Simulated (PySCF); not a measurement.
# H4O5Pr2 (Pr2(O)1(OH)4): the cost of one run

Program: PySCF 2.14.0. Level of theory: several levels, as the steps say, no spin–orbit coupling. These are calculated values, not measurements.

5 further runs of the same task are left out: 1 for a known fault of the program, 3 that didn't finish, 1 set aside as unsound or not needed.

## 1. The starting structure

11 atoms, charge 0, spin multiplicity 1.

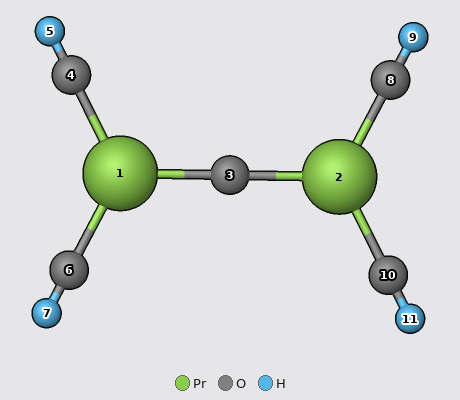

The geometry (praseodymium green, oxygen grey, hydrogen blue); atoms are numbered from 1 in the order of the file.

Geometry (Å):

```xyz
11

Pr    0.00000    0.00000    2.26789
Pr    0.00000    0.00000   -2.05648
O     0.00000    0.00000    0.10592
O     0.00000    1.92495    3.25392
H     0.00000    2.78066    3.68843
O     0.00000   -1.92495    3.25392
H     0.00000   -2.78066    3.68843
O     0.00000    1.92496   -3.04230
H     0.00000    2.77751   -3.48271
O     0.00000   -1.92496   -3.04230
H     0.00000   -2.77751   -3.48271
```

Formal oxidation states: Pr +3. Each metal's 2 4f electrons lie in its core potential, so multiplicities, spins and levels count the valence alone. An earlier session relaxed this geometry at r2SCAN, Pr lcecp-1-SVP with ECP48, O def2-SVP, H def2-SVP (singlet, point group D2h).

At r2SCAN on the finer grid: E = -444.178787 Eh, HOMO -5.73 eV, LUMO -1.71 eV, Mulliken charge on Pr1 +1.12 e, largest force component 0.074 eV/Å. 

Levels to run: TPSS; PBE; TPSSh; revPBE; r2SCAN, TZVP. Hardware: 4 threads of Intel Xeon 6975P-C (Granite Rapids), shared host.

## 2. TPSS

run.py (the lines that set the calculation)

```python
mol = gto.M(atom='''
Pr     0.00000     0.00000     2.26789
Pr     0.00000     0.00000    -2.05648
O      0.00000     0.00000     0.10592
O      0.00000     1.92495     3.25392
H      0.00000     2.78066     3.68843
O      0.00000    -1.92495     3.25392
H      0.00000    -2.78066     3.68843
O      0.00000     1.92496    -3.04230
H      0.00000     2.77751    -3.48271
O      0.00000    -1.92496    -3.04230
H      0.00000    -2.77751    -3.48271''',
    basis={'Pr': 'lcecp-1-SVP', 'O': 'def2-SVP', 'H': 'def2-SVP'},
    ecp={'Pr': 'lcecp-1-SVP'},
    charge=0, spin=0)
mf = dft.RKS(mol, xc='TPSS')
mf.grids.atom_grid = (75, 302)  # f atoms: unpruned, at least (60, 302)
mf = mf.density_fit()  # fitting sets: Pr AutoAux, O def2-universal-JKFIT, H def2-universal-JKFIT
mf.conv_tol = 1e-08; mf.max_cycle = 55
mf.kernel(dm0)  # dm0: the density of the relaxed state
```

Command:

```console
OMP_NUM_THREADS=4 python run.py
```

**Question.** How long does this run take on 4 threads of Intel Xeon 6975P-C (Granite Rapids), shared host?

About 18 s.
